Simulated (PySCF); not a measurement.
## A study: AlF3, SMILES `F[Al](F)F`

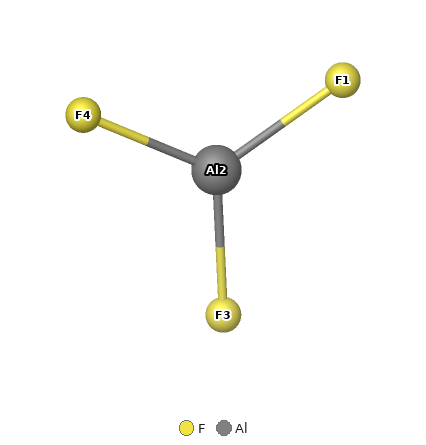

The molecule, with its atoms numbered as below. No frequency check shows the geometry to be a minimum.

Cartesian coordinates (Å):

```
F1      -1.0552   -1.2441    0.0000
Al2      0.0000    0.0000    0.0000
F3      -0.5498    1.5359    0.0000
F4       1.6050   -0.2918    0.0000
```

## 1. Bonding charge

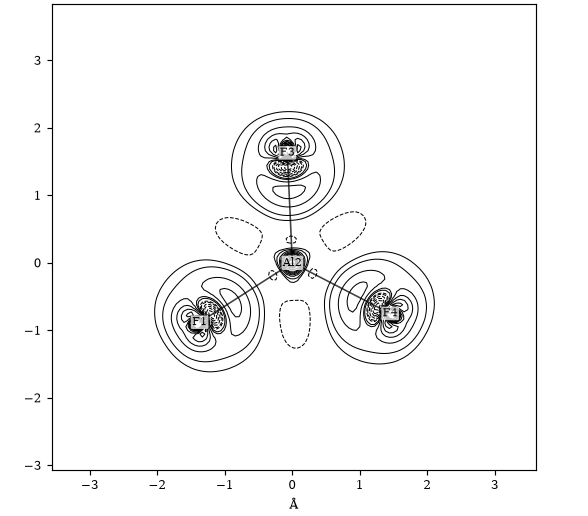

Deformation density (molecule less spherical, spin-averaged free atoms) in the molecular plane; contours at ±0.05 to ±0.8 e/Å³; solid lines: gain, dashed lines: loss.

PySCF calculation, PBE0/def2-TZVP, gas phase; geometry: GFN2-xTB.

Question: Describe the bonding that the map shows.

Answer: Al2–F4, Al2–F3 and F1–Al2: +0.11 e/Å³ at the bond critical point (bond length 1.63 Å, Mayer order 1.1); up to 0.6 Å beside the axis the gain reaches +0.35 e/Å³. In all, 1.1 electrons gather in the regions of gain relative to the promolecule. A small or negative value marks a very polar bond, one between electron-rich atoms, whose free-atom densities already overlap strongly, a long bond to a heavier atom, or a closed-shell contact such as a hydrogen bond.

Question: Where do the Hirshfeld charges lie?

Answer: The highest Hirshfeld charge is on Al2 (+0.84 e), the lowest on F1, F3 and F4 (−0.28 e).

## 2. Bond critical points

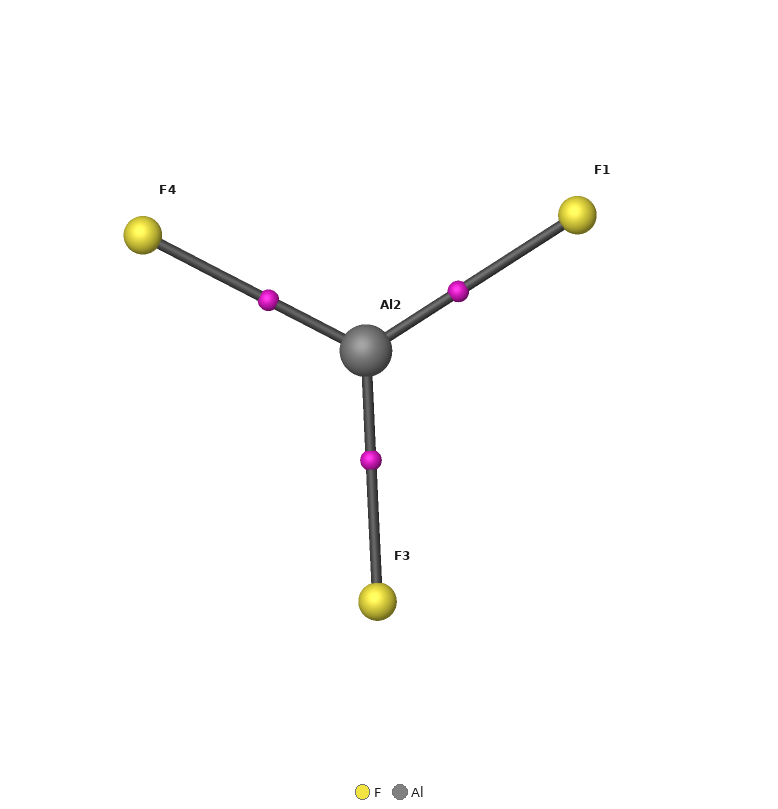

Molecular graph of the electron density (QTAIM): bond paths, bond critical points (magenta), ring points (cyan, if any); weak paths are dashed.

Question: How many critical points of each kind are there, and does the count close?

Answer: 4 nuclei, 3 bond, 0 ring and 0 cage critical points: 4 − 3 + 0 − 0 = 1, as the Poincaré–Hopf relation requires.

Question: What does the calculation give at each kind of bond critical point?

Answer:
```
            bond  length (Å)  ρ (a.u.)  ∇²ρ (a.u.)     ε  H (a.u.)
Al2–F4 (3 alike)       1.631     0.120       +1.00  0.03    −0.014
```

Question: What kind of interaction is Al2–F4?

Answer: Polar or intermediate (positive Laplacian, negative energy density H): ρ = 0.120, ∇²ρ = +1.00, H = −0.014 a.u.

## 3. Local ionisation energy

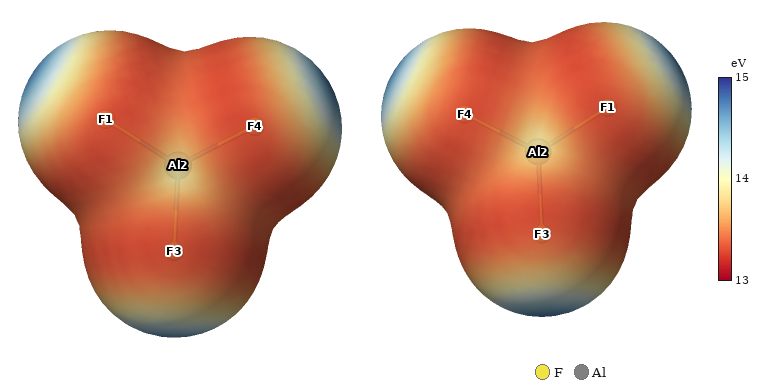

Average local ionisation energy on the surface of electron density 0.001 a.u. (back view left, front view right).

Question: Where are the most loosely bound electrons on this surface?

Answer: The lowest value is 13.3 eV, off the molecular plane, over F1 (1.8 Å), and at like points elsewhere. For comparison, the highest occupied orbital lies at −11.7 eV.

Question: What volume does the surface enclose, and what is the dipole moment?

Answer: About 66 Å³; the dipole moment is 0.0 D.

## 4. In an electric field

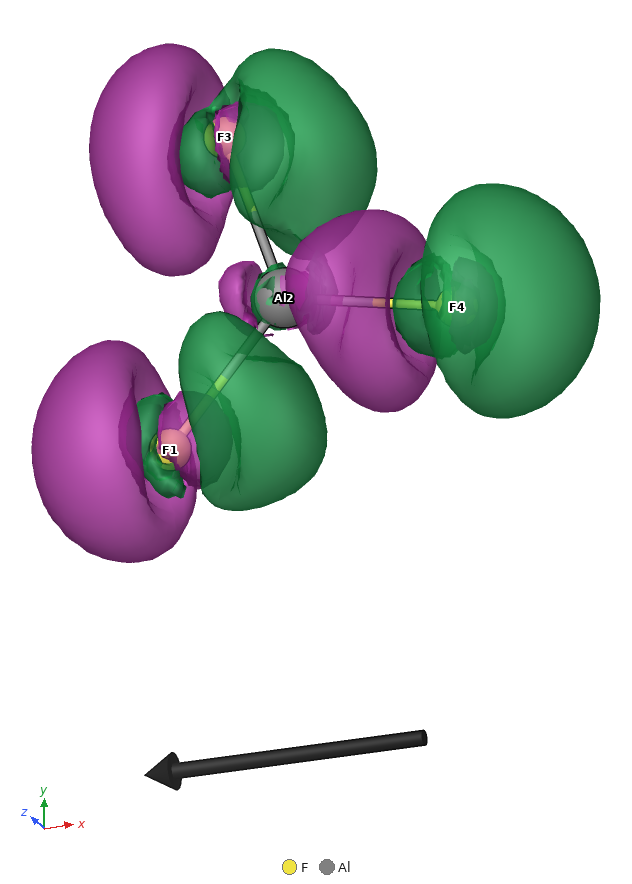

Change of the electron density in a uniform field of 0.21 V/Å along −x (arrow), surfaces at ±0.001 e/Å³ (green: gain, purple: loss).

Level of theory: PBE0/def2-TZVP (PySCF), at a geometry from GFN2-xTB. A basis without diffuse functions makes polarisabilities too small.

The field was applied in both directions; the picture shows the one opposite to the script's first.

Question: How large is the response?

Answer: The induced dipole is 0.19 D (along the field); α along this axis, from the fields in both directions, is 19 bohr³ (2.8 Å³).

## 5. Removing or adding an electron

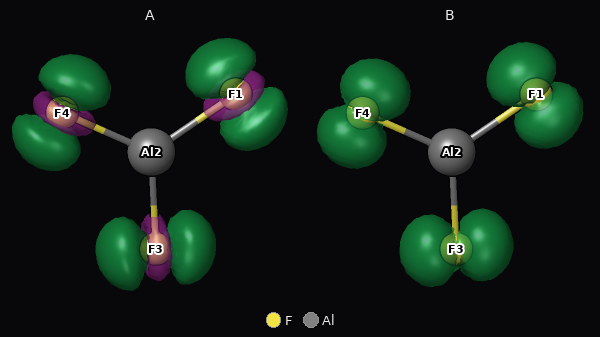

The Fukui function f⁻ from two separate SCF calculations and the density of the HOMO, at ±0.05 e/Å³ (green positive, purple negative).

Question: Which panel is which, and how good is the frozen-orbital picture?

Answer: A is f⁻ (it has negative regions), B the HOMO density. The HOMO lies on F1, F3 and F4 (31 % each) and Al2 (6 %); f⁻ (Hirshfeld-condensed) is largest on F1, F3 and F4 (0.26 each) and Al2 (0.23); the vertical ionisation energy is 14.37 eV (the stability of the cation's solution wasn't checked). Relaxation shifts 17 % of the electron between atoms. The orbital energy is −11.72 eV.
